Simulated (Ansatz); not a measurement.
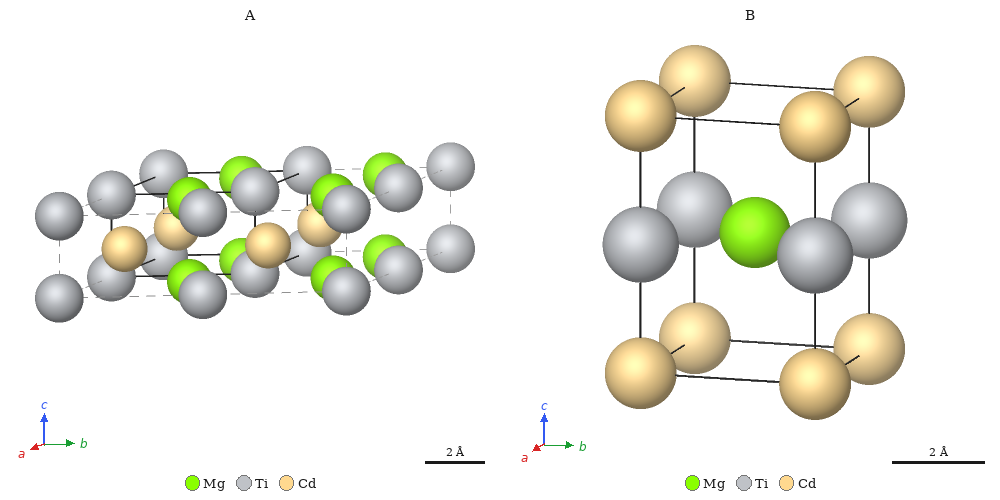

Two structures of MgTiCd, each relaxed to rest (conventional cells in solid outline, small ones repeated, not to one scale). Method: DFT PBE, scalar-relativistic, plane waves, PAW in Ansatz 0.2.0, with collinear spins.

Question: Characterise the two forms.

Answer: A: 3 atoms a cell on a primitive hexagonal lattice, P-6m2. B: 3 atoms a cell on a primitive tetragonal lattice, P4/mmm.

Question: Which of the two does the method prefer?

Answer: A is lower, by 613 meV/atom at this level of theory (energies at zero smearing). Volumes: A 20.0, B 30.1 Å³/atom.

One or both may be structure types tried for this composition rather than known phases.
